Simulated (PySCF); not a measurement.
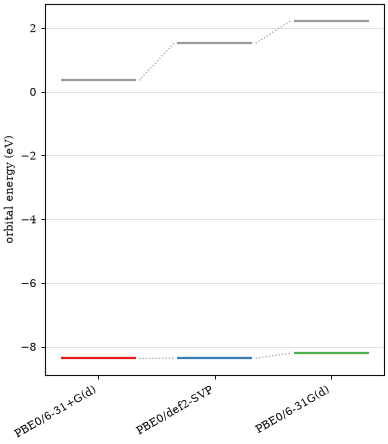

Frontier orbital energies of C₈H₁₈, SMILES CC(C)(C)C(C)(C)C at one geometry, PySCF, at a PBE0-D3(BJ)/def2-SVP geometry (no frequency check). Empty levels are grey, levels within 0.1 eV stand side by side; all columns show the same few orbitals around the gap. Dotted lines join the HOMOs and the LUMOs.

### How do the frontier levels move from column to column?

The separation grows from 8.73 eV (PBE0/6-31+G(d)) to 10.44 eV (PBE0/6-31G(d)).

```
         level  HOMO (eV)  LUMO (eV)  separation (eV)
PBE0/6-31+G(d)      −8.37       0.35             8.73
 PBE0/def2-SVP      −8.37       1.51             9.88
 PBE0/6-31G(d)      −8.21       2.23            10.44
```

Limits of at least one run: empty levels above zero depend strongly on the basis.
